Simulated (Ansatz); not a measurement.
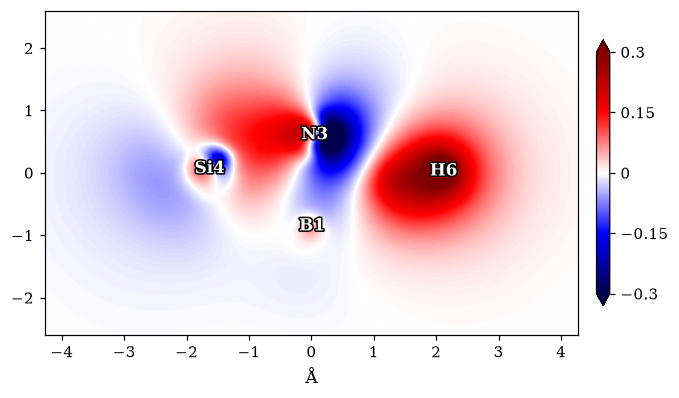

Figure. CH₄BNSi. The HOMO−1 on the plane of atoms B1, Si4 and N3 (values in Å⁻³ᐟ²; the overall sign is arbitrary).

All numbers below come from UKS PBE0/cc-pVDZ (Ansatz).

```xyz
8

B     0.7291    0.2230   -0.4441
C    -0.0425    1.1743    0.4749
N     0.0368   -0.2703    0.7483
Si    0.1615   -1.5713   -0.4563
H    -1.0108    1.5980    0.1772
H     0.4880    1.7687    1.2248
H     1.0318   -2.6576    0.0688
H    -1.0421   -2.1129   -1.1667
```

### Where does this orbital lie, and at what energy?

By Hirshfeld shares it lies mainly on N3 (about 40 %), C2 (about 10 %), Si4 (about 10 %), B1 (about 10 %), H5 (about 10 %) and H8 (about 5 %). Its energy is −7.80 eV.
